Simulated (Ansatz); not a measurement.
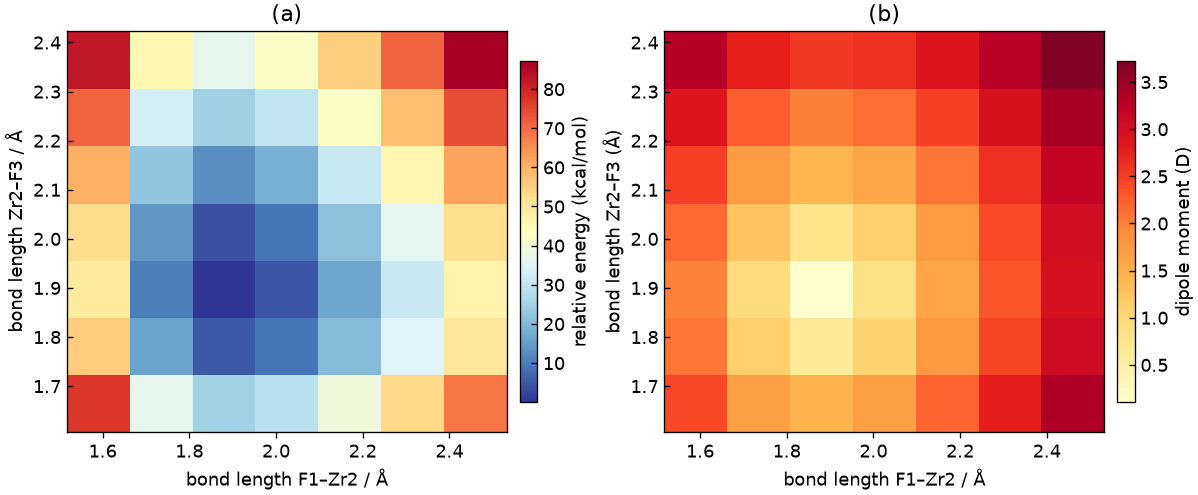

Br₂F₂Zr, SMILES [F][Zr]([F])([Br])[Br]. 
- First axis: bond length F1–Zr2. Second axis: bond length Zr2–F3.
- Nothing is relaxed (all other coordinates rigid).
- The scan uses a 7 × 7 grid.
- Points are written as (first, second).
- Energies are in kcal/mol, from the relaxed molecule at the same level.
- Level of theory: RKS B3LYP-D4/def2-SVP (Ansatz 0.2.0).

Panel (a) is the energy and panel (b) the computed dipole moment on the same grid.

In the figure: one coloured cell a grid point.

> How does the dipole moment vary over the map, and what is it at the lowest grid point?

Leaving out the highest fifth of the energies, it runs from 0.11 D at (1.880 Å, 1.899 Å) to 3.08 D at (2.460 Å, 1.782 Å). At the lowest grid point, (1.880 Å, 1.899 Å), it is 0.11 D.

| bond length Zr2–F3 ↓, bond length F1–Zr2 → | 1.590 | 1.735 | 1.880 | 2.025 | 2.170 | 2.315 | 2.460 |
| --- | --- | --- | --- | --- | --- | --- | --- |
| 2.365 | 3.31 | 2.77 | 2.55 | 2.63 | 2.91 | 3.30 | 3.72 |
| 2.249 | 2.88 | 2.26 | 2.01 | 2.13 | 2.48 | 2.94 | 3.43 |
| 2.132 | 2.49 | 1.74 | 1.42 | 1.61 | 2.08 | 2.63 | 3.19 |
| 2.015 | 2.17 | 1.26 | 0.78 | 1.12 | 1.75 | 2.40 | 3.02 |
| 1.899 | 2.00 | 0.96 | 0.11 | 0.84 | 1.61 | 2.32 | 2.97 |
| 1.782 | 2.07 | 1.12 | 0.63 | 1.07 | 1.76 | 2.44 | 3.08 |
| 1.665 | 2.42 | 1.70 | 1.44 | 1.69 | 2.21 | 2.79 | 3.37 |
